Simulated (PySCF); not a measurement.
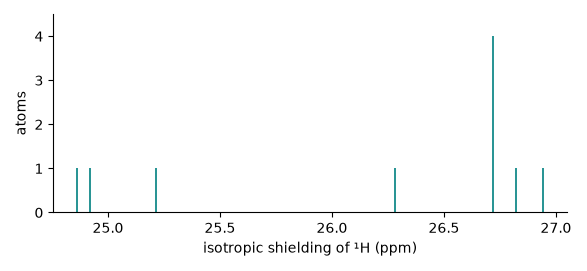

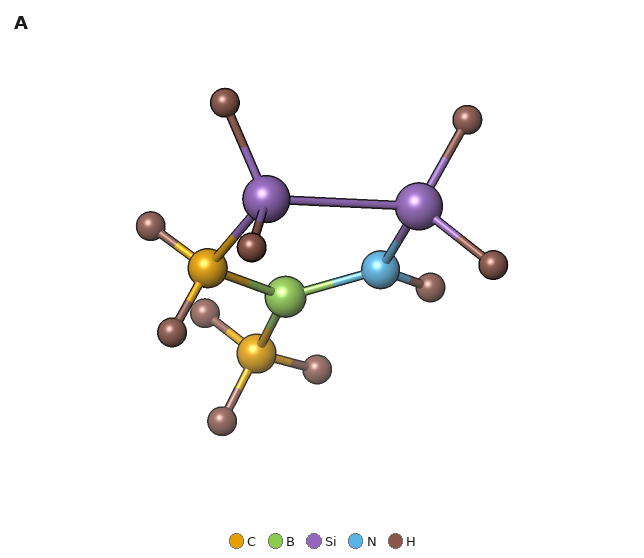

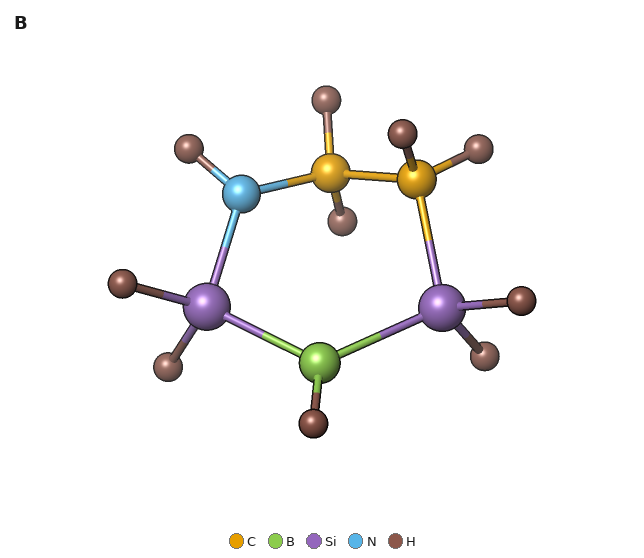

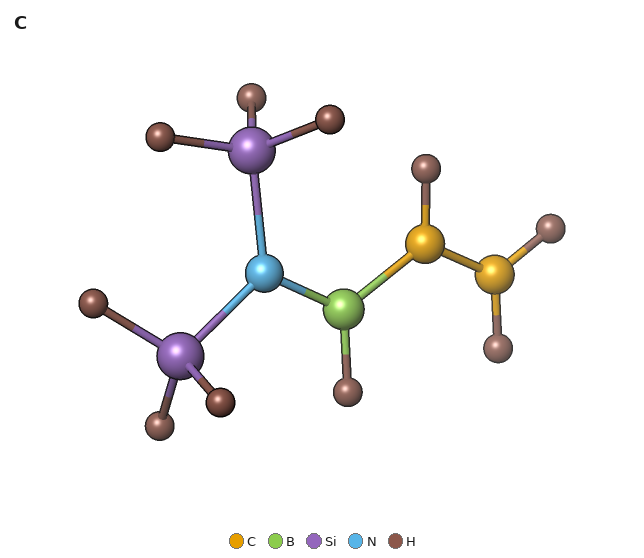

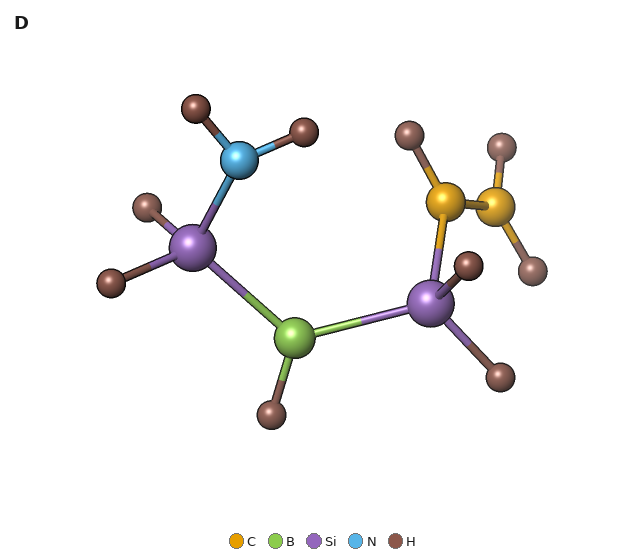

The sticks are computed shieldings of one of the molecules, for one fixed geometry (GFN2-xTB) without averaging over rotations. Low shielding means a high chemical shift. Method: GIAO PBE0/pcSseg-1 NMR shielding, non-relativistic, gas phase (PySCF 2.14.0).

**Match the spectrum to a structure.**

C, `C=CBN([SiH3])[SiH3]`. Its 10 H atoms give lines at 24.86, 24.92, 25.21, 26.28, 26.72 (4 atoms), 26.82, 26.94 ppm.

The geometry is semi-empirical. Around B, Si such bond lengths and angles can be off by a tenth of an ångström or more and by several degrees, and values that hang on the shape move with them.
